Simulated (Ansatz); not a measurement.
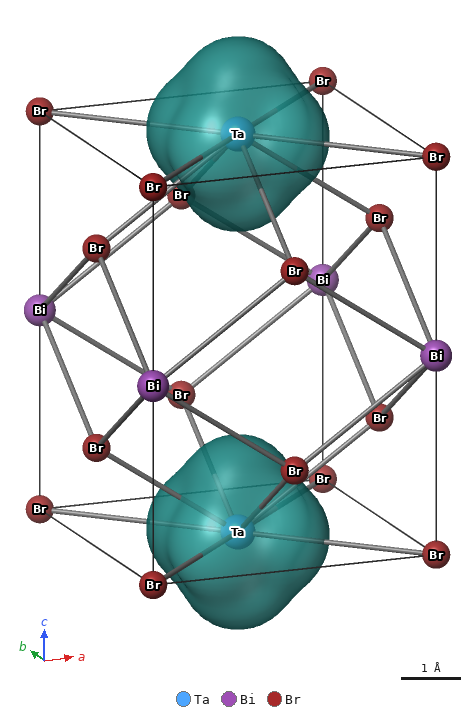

The picture shows: TaBiBr5. Isosurfaces of the magnetisation density (up minus down) at +0.05 (teal) and −0.05 e/Å³ (pink), seen slightly off an axis. Sticks mark near contacts.

Space group P4/mmm; started from the ZnPd5Se_123 prototype, which need not be the ambient phase; spin-polarised.

Method: DFT PBE, scalar-relativistic, plane waves, PAW (Ansatz).

The density is the valence pseudo-density of a PAW calculation; it isn't the true density close to the nuclei.

Where is the spin, and how is it ordered?

Answer. The spin density sits on Ta: +2.1 μB in one cell of 7 atoms, with smaller moments on other sites: Bi (up to +0.13 μB) and Br (up to +0.08 μB): parallel moments, as they must be, since the calculation's own cell holds one magnetic site. The cell of the calculation (7 atoms) carries 3.0 μB of net spin moment. Only one sign reaches the isovalue.
